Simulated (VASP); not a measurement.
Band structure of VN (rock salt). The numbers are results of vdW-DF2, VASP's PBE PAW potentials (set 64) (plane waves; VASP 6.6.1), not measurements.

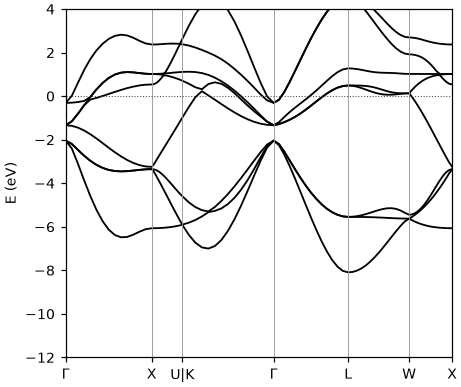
Bands along high-symmetry lines, zero at the valence-band maximum or, without a gap, the Fermi level

**Question.** Read the plot: is there a gap, and where are the band edges?

**Answer.** It has no gap at this level: it comes out as a metal or semimetal. (Edges off the drawn lines would not show.)

The compound is VN in the rock salt structure, which distorts at low temperature. It was relaxed first. The run is not spin-polarised, so no magnetic state was tried. VASP warned that the highest band is occupied, so more bands are needed.
